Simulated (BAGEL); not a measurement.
# C2H7NSi (SMILES C=C[SiH2]N): a chain of runs

Wanted: a series of 15 runs (PBE0/def2-SVP, RI-MP2/def2-SVP) of C2H7NSi. 

The results are computed with BAGEL 1.2.2.

1 further run of the same task is left out (set aside as unsound or not needed).

## Step 1: The system as given

The species is C2H7NSi (11 atoms), meant as a singlet with charge 0. As SMILES, `C=C[SiH2]N`. One bond was lengthened or shortened from a relaxed shape.

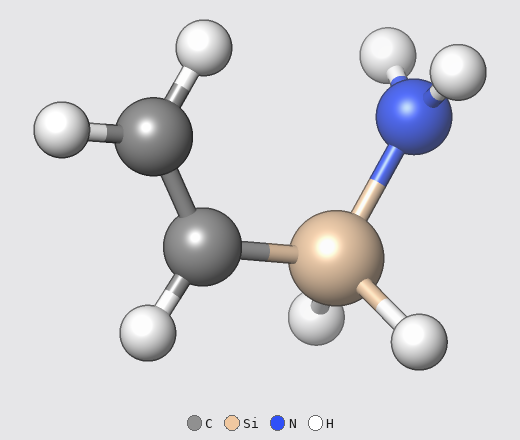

The structure, seen from a chosen angle (carbon grey, silicon light orange, nitrogen blue, hydrogen white).

## Step 2: A single-point energy at PBE0/def2-SVP (density fitting with svp-jkfit) (run 1)

Contents of job.json:

```json
{ "bagel" : [

{
  "title" : "molecule",
  "basis" : "svp",
  "df_basis" : "svp-jkfit",
  "geometry" : [
    { "atom" : "C", "xyz" : [ -1.13389615,  2.05805159, -1.58810883 ] },
    { "atom" : "C", "xyz" : [  0.31250023,  1.81541076,  0.45298436 ] },
    { "atom" : "Si", "xyz" : [  1.12722163, -0.83998326,  1.57338597 ] },
    { "atom" : "N", "xyz" : [  0.00548021, -3.40849901, -0.05404617 ] },
    { "atom" : "H", "xyz" : [ -1.68380645,  3.88655059, -2.34343236 ] },
    { "atom" : "H", "xyz" : [ -1.83441762,  0.41134424, -2.59741155 ] },
    { "atom" : "H", "xyz" : [  0.96199910,  3.53147105,  1.39123338 ] },
    { "atom" : "H", "xyz" : [  0.18802775, -1.01402704,  4.21900255 ] },
    { "atom" : "H", "xyz" : [  3.93667746, -0.97642149,  1.57981104 ] },
    { "atom" : "H", "xyz" : [  0.76515011, -3.94196870, -1.71265879 ] },
    { "atom" : "H", "xyz" : [ -1.80242078, -3.97239329,  0.10639158 ] }
  ]
},
{
  "title" : "ks",
  "xc_func" : "pbe0"
},
{
  "title" : "print",
  "file" : "orbitals.molden",
  "orbitals" : true
}

]}
```

Command:

```sh
$ BAGEL_NUM_THREADS=1 BAGEL job.json > job.out
```

The program printed:

```text
* using 1 threads per process

  ===============================================================
  ===============================================================

  *** Geometry ***

  { "atom" : "C", "xyz" : [     -1.133896,      2.058052,     -1.588109 ] },
  { "atom" : "C", "xyz" : [      0.312500,      1.815411,      0.452984 ] },
  { "atom" : "Si", "xyz" : [      1.127222,     -0.839983,      1.573386 ] },
  { "atom" : "N", "xyz" : [      0.005480,     -3.408499,     -0.054046 ] },
  { "atom" : "H", "xyz" : [     -1.683806,      3.886551,     -2.343432 ] },
  { "atom" : "H", "xyz" : [     -1.834418,      0.411344,     -2.597412 ] },
  { "atom" : "H", "xyz" : [      0.961999,      3.531471,      1.391233 ] },
  { "atom" : "H", "xyz" : [      0.188028,     -1.014027,      4.219003 ] },
  { "atom" : "H", "xyz" : [      3.936677,     -0.976421,      1.579811 ] },
  { "atom" : "H", "xyz" : [      0.765150,     -3.941969,     -1.712659 ] },
  { "atom" : "H", "xyz" : [     -1.802421,     -3.972393,      0.106392 ] },

  Number of auxiliary basis functions:      481

  Since a DF basis is specified, we compute 2- and 3-index integrals:
    o Being stored without compression. Storage requirement is 0.035 GB

  Number of basis functions:       95
  Number of electrons      :       40

    * METHOD: MOLECULE                             0.26

  *** Kohn-Sham DFT ***

    * Removing 20956 points whose weight is below 1.00e-10
    * Grid points: 143010

  === Nuclear Repulsion ===
   167.8587142522

       - DIIS with orbital gradients will be used.

  === KS iteration (pbe0 / svp) ===
      0       -391.28757853          0.11790119           0.53
      1       -362.92316226          0.14907095           0.51
      2       -379.62639518          0.14745571           0.51
      3       -396.49411976          0.14843622           0.52
      4       -416.48865719          0.07482048           0.51
      5       -421.24038088          0.05904847           0.51
      6       -424.00598834          0.01508902           0.52
      7       -424.10975142          0.00730426           0.52
      8       -424.13684812          0.00188402           0.52
      9       -424.13843838          0.00093583           0.52
     10       -424.13891280          0.00024815           0.52
     11       -424.13894719          0.00007370           0.52
     12       -424.13895003          0.00000665           0.52
     13       -424.13895005          0.00000180           0.50
     14       -424.13895005          0.00000059           0.51
     15       -424.13895005          0.00000048           0.51
     16       -424.13895005          0.00000006           0.51
     17       -424.13895005          0.00000001           0.51
     18       -424.13895005          0.00000001           0.51
    * SCF iteration converged.

    * Permanent dipole moment:
           (    0.426784,    -0.154630,     0.601920) a.u.

    * METHOD: KS                                  10.73

    * METHOD: PRINT                                0.02

  ===============================================================
```

Wall time 11 s (1 thread of Arm Neoverse V1, shared host); peak memory 0.6 GiB.

## Step 3: Bond 3-2 at 1.865 A: the energy at RI-MP2/def2-SVP (density fitting with svp-jkfit) (run 2)

Contents of mp2.json:

```json
{ "bagel" : [

{
  "title" : "molecule",
  "basis" : "svp",
  "df_basis" : "svp-jkfit",
  "geometry" : [
    { "atom" : "C", "xyz" : [ -1.27762494,  2.52650147, -1.78576473 ] },
    { "atom" : "C", "xyz" : [  0.16877144,  2.28386063,  0.25532846 ] },
    { "atom" : "Si", "xyz" : [  1.12722163, -0.83998326,  1.57338597 ] },
    { "atom" : "N", "xyz" : [  0.00548021, -3.40849901, -0.05404617 ] },
    { "atom" : "H", "xyz" : [ -1.82753524,  4.35500047, -2.54108826 ] },
    { "atom" : "H", "xyz" : [ -1.97814641,  0.87979412, -2.79506745 ] },
    { "atom" : "H", "xyz" : [  0.81827031,  3.99992093,  1.19357748 ] },
    { "atom" : "H", "xyz" : [  0.18802775, -1.01402704,  4.21900255 ] },
    { "atom" : "H", "xyz" : [  3.93667746, -0.97642149,  1.57981104 ] },
    { "atom" : "H", "xyz" : [  0.76515011, -3.94196870, -1.71265879 ] },
    { "atom" : "H", "xyz" : [ -1.80242078, -3.97239329,  0.10639158 ] }
  ]
},
{ "title" : "hf" },
{ "title" : "mp2", "ncore" : 8 }

]}
```

Command:

```sh
$ BAGEL_NUM_THREADS=1 BAGEL mp2.json > mp2.out
```

The program printed:

```text
* using 1 threads per process

  ===============================================================
  ===============================================================

  *** Geometry ***

  { "atom" : "C", "xyz" : [     -1.277625,      2.526501,     -1.785765 ] },
  { "atom" : "C", "xyz" : [      0.168771,      2.283861,      0.255328 ] },
  { "atom" : "Si", "xyz" : [      1.127222,     -0.839983,      1.573386 ] },
  { "atom" : "N", "xyz" : [      0.005480,     -3.408499,     -0.054046 ] },
  { "atom" : "H", "xyz" : [     -1.827535,      4.355000,     -2.541088 ] },
  { "atom" : "H", "xyz" : [     -1.978146,      0.879794,     -2.795067 ] },
  { "atom" : "H", "xyz" : [      0.818270,      3.999921,      1.193577 ] },
  { "atom" : "H", "xyz" : [      0.188028,     -1.014027,      4.219003 ] },
  { "atom" : "H", "xyz" : [      3.936677,     -0.976421,      1.579811 ] },
  { "atom" : "H", "xyz" : [      0.765150,     -3.941969,     -1.712659 ] },
  { "atom" : "H", "xyz" : [     -1.802421,     -3.972393,      0.106392 ] },

  Number of auxiliary basis functions:      481

  Since a DF basis is specified, we compute 2- and 3-index integrals:
    o Being stored without compression. Storage requirement is 0.035 GB

  Number of basis functions:       95
  Number of electrons      :       40

    * METHOD: MOLECULE                             0.26

  *** RHF ***

  === Nuclear Repulsion ===
   159.2942414707

      * DIIS with orbital gradients will be used.

  === RHF iteration (svp) ===
      0       -422.81649237          0.01670632           0.08
      1       -422.96595139          0.00855359           0.09
      2       -423.00516633          0.00139426           0.08
      3       -423.00668253          0.00037947           0.08
      4       -423.00677170          0.00005918           0.08
      5       -423.00677579          0.00002192           0.08
      6       -423.00677616          0.00000912           0.09
      7       -423.00677628          0.00000335           0.09
      8       -423.00677630          0.00000093           0.09
      9       -423.00677630          0.00000031           0.08
     10       -423.00677630          0.00000009           0.09
     11       -423.00677630          0.00000004           0.09
     12       -423.00677630          0.00000001           0.08
     13       -423.00677630          0.00000001           0.09
    * SCF iteration converged.

    * Permanent dipole moment:
           (    0.355448,     0.038621,     0.503476) a.u.

    * METHOD: HF                                   1.40

  *** RHF ***

  === Nuclear Repulsion ===
   159.2942414707

      * DIIS with orbital gradients will be used.

  === RHF iteration (svp) ===
      0       -423.00677630          0.00000000           0.08
    * SCF iteration converged.

    * Permanent dipole moment:
           (    0.355448,     0.038621,     0.503476) a.u.

  === DF-MP2 calculation ===

    * freezing 8 orbitals
    * 3-index integral transformation done
    * assembly done

      MP2 correlation energy:   -0.5365775838      0.06

      MP2 total energy:       -423.5433538815

    * METHOD: MP2                                  0.25

  ===============================================================
```

Wall time 2 s (1 thread of Arm Neoverse V1, shared host); peak memory 0.14 GiB.

Runs 3 to 14 aren't shown in full; the table further down has their settings and results.

## Step 4: Bond 3-2 at 5.221 A: the energy at PBE0/def2-SVP (density fitting with svp-jkfit) (run 15)

Contents of input.json:

```json
{ "bagel": [

{
  "title": "molecule",
  "basis": "svp",
  "df_basis": "svp-jkfit",
  "geometry": [
    { "atom": "C", "xyz": [ -3.00288631,  8.14958942, -4.15834045 ] },
    { "atom": "C", "xyz": [ -1.55648993,  7.90694859, -2.11724726 ] },
    { "atom": "Si", "xyz": [  1.12722163, -0.83998326,  1.57338597 ] },
    { "atom": "N", "xyz": [  0.00548021, -3.40849901, -0.05404617 ] },
    { "atom": "H", "xyz": [ -3.55279661,  9.97808842, -4.91366398 ] },
    { "atom": "H", "xyz": [ -3.70340778,  6.50288208, -5.16764317 ] },
    { "atom": "H", "xyz": [ -0.90699106,  9.62300888, -1.17899824 ] },
    { "atom": "H", "xyz": [  0.18802775, -1.01402704,  4.21900255 ] },
    { "atom": "H", "xyz": [  3.93667746, -0.97642149,  1.57981104 ] },
    { "atom": "H", "xyz": [  0.76515011, -3.94196870, -1.71265879 ] },
    { "atom": "H", "xyz": [ -1.80242078, -3.97239329,  0.10639158 ] }
  ]
},
{
  "title": "ks",
  "xc_func": "pbe0"
},
{
  "title": "print",
  "file": "orbitals.molden",
  "orbitals": true
}

]}
```

Command:

```sh
$ BAGEL_NUM_THREADS=1 BAGEL input.json > input.out
```

The program printed:

```text
* using 1 threads per process

  ===============================================================
  ===============================================================

  *** Geometry ***

  { "atom" : "C", "xyz" : [     -3.002886,      8.149589,     -4.158340 ] },
  { "atom" : "C", "xyz" : [     -1.556490,      7.906949,     -2.117247 ] },
  { "atom" : "Si", "xyz" : [      1.127222,     -0.839983,      1.573386 ] },
  { "atom" : "N", "xyz" : [      0.005480,     -3.408499,     -0.054046 ] },
  { "atom" : "H", "xyz" : [     -3.552797,      9.978088,     -4.913664 ] },
  { "atom" : "H", "xyz" : [     -3.703408,      6.502882,     -5.167643 ] },
  { "atom" : "H", "xyz" : [     -0.906991,      9.623009,     -1.178998 ] },
  { "atom" : "H", "xyz" : [      0.188028,     -1.014027,      4.219003 ] },
  { "atom" : "H", "xyz" : [      3.936677,     -0.976421,      1.579811 ] },
  { "atom" : "H", "xyz" : [      0.765150,     -3.941969,     -1.712659 ] },
  { "atom" : "H", "xyz" : [     -1.802421,     -3.972393,      0.106392 ] },

  Number of auxiliary basis functions:      481

  Since a DF basis is specified, we compute 2- and 3-index integrals:
    o Being stored without compression. Storage requirement is 0.035 GB

  Number of basis functions:       95
  Number of electrons      :       40

    * METHOD: MOLECULE                             0.26

  *** Kohn-Sham DFT ***

    * Removing 16981 points whose weight is below 1.00e-10
    * Grid points: 146985

  === Nuclear Repulsion ===
   118.9167165374

       - DIIS with orbital gradients will be used.

  === KS iteration (pbe0 / svp) ===
      0       -373.37392142          0.08748026           0.59
      1       -201.22384319          0.13139033           0.58
      2       -267.63582251          0.11142823           0.59
      3       -409.33709624          0.09915898           0.58
      4       -419.17983490          0.05579965           0.58
      5       -423.29526368          0.03136031           0.58
      6       -419.87675866          0.04566747           0.58
      7       -419.85895988          0.04997883           0.58
      8       -414.95145847          0.05512050           0.57
      9       -423.83018541          0.00865639           0.57
     10       -423.56109786          0.01380282           0.59
     11       -423.93327468          0.00620855           0.61
     12       -423.84157164          0.01034027           0.58
     13       -423.87635351          0.00895195           0.58
     14       -423.80888871          0.01108466           0.59
     15       -423.90937484          0.00666892           0.58
     16       -423.88858240          0.00843148           0.60
     17       -423.92569394          0.00640203           0.59
     18       -423.91506824          0.00693428           0.58
     19       -423.89631279          0.00792887           0.59
     20       -423.93573450          0.00555057           0.59
     21       -423.91470163          0.00691884           0.58
     22       -423.92813521          0.00612353           0.60
     23       -423.95424385          0.00405824           0.59
     24       -423.93992424          0.00516716           0.59
     25       -423.95979983          0.00308640           0.59
     26       -423.96626573          0.00201874           0.59
     27       -423.97083171          0.00019708           0.60
     28       -423.97083168          0.00017126           0.57
     29       -423.97086635          0.00002643           0.56
     30       -423.97086607          0.00002445           0.56
     31       -423.97086681          0.00000096           0.56
     32       -423.97086681          0.00000022           0.55
     33       -423.97086681          0.00000008           0.56
     34       -423.97086681          0.00000002           0.56
     35       -423.97086681          0.00000001           0.57
     36       -423.97086681          0.00000001           0.57
    * SCF iteration converged.

    * Permanent dipole moment:
           (   -0.063543,     1.714424,    -0.067887) a.u.

    * METHOD: KS                                  22.44

    * METHOD: PRINT                                0.02

  ===============================================================
```

It took 23 s on 1 thread of Arm Neoverse V1, shared host; peak memory 0.61 GiB.

## Step 5: Overview of the runs

```tsv
run	level	frozen core orbitals	partner	energy (Eh)	dipole moment (D)	HOMO energy (eV)	LUMO energy (eV)	wall time
1	PBE0/def2-SVP (density fitting with svp-jkfit)	–	bond 3-2 at 1.585 A	-424.138950	1.92	-7.05	-0.43	11 s
2	RI-MP2/def2-SVP (density fitting with svp-jkfit)	8	bond 3-2 at 1.865 A	-423.543354	–	–	–	2 s
3	PBE0/def2-SVP (density fitting with svp-jkfit)	–	bond 3-2 at 1.865 A	-424.186251	1.47	-7.16	0.00	12 s
4	RI-MP2/def2-SVP (density fitting with svp-jkfit)	8	bond 3-2 at 2.144 A	-423.526329	–	–	–	2 s
5	PBE0/def2-SVP (density fitting with svp-jkfit)	–	bond 3-2 at 2.144 A	-424.169552	1.40	-7.09	0.36	12 s
6	RI-MP2/def2-SVP (density fitting with svp-jkfit)	8	bond 3-2 at 2.517 A	-423.480228	–	–	–	2.2 s
7	PBE0/def2-SVP (density fitting with svp-jkfit)	–	bond 3-2 at 2.517 A	-424.124870	1.83	-6.68	0.21	12 s
8	RI-MP2/def2-SVP (density fitting with svp-jkfit)	8	bond 3-2 at 2.983 A	-423.427138	–	–	–	2.3 s
9	PBE0/def2-SVP (density fitting with svp-jkfit)	–	bond 3-2 at 2.983 A	-424.073086	2.53	-6.01	-1.39	20 s
10	RI-MP2/def2-SVP (density fitting with svp-jkfit)	8	bond 3-2 at 3.543 A	-423.383026	–	–	–	2.3 s
11	PBE0/def2-SVP (density fitting with svp-jkfit)	–	bond 3-2 at 3.543 A	-424.028642	3.21	-5.40	-2.48	14 s
12	RI-MP2/def2-SVP (density fitting with svp-jkfit)	8	bond 3-2 at 4.288 A	-423.353773	–	–	–	2.5 s
13	PBE0/def2-SVP (density fitting with svp-jkfit)	–	bond 3-2 at 4.288 A	-423.992843	3.81	-4.94	-3.23	15 s
14	RI-MP2/def2-SVP (density fitting with svp-jkfit)	8	bond 3-2 at 5.221 A	-423.353297	–	–	–	2.4 s
15	PBE0/def2-SVP (density fitting with svp-jkfit)	–	bond 3-2 at 5.221 A	-423.970867	4.36	-4.64	-3.64	23 s
```

## Step 6: Results

| quantity | value |
| --- | --- |
| bond 3-2 at 5.221 A, run 15: total energy | -423.97087 Eh |
| bond 3-2 at 5.221 A, run 15: dipole moment | 4.36 D |
| bond 3-2 at 5.221 A, run 15: HOMO energy | -4.64 eV |
| bond 3-2 at 5.221 A, run 15: LUMO energy | -3.64 eV |
| bond 3-2 at 5.221 A, run 15: HOMO–LUMO gap | 1.00 eV |

In runs 10, 11, 12, 13, 14, 15 a closed-shell determinant meets a far-stretched bond, which it describes badly. All runs together took 2.3 min, the longest 23 s.
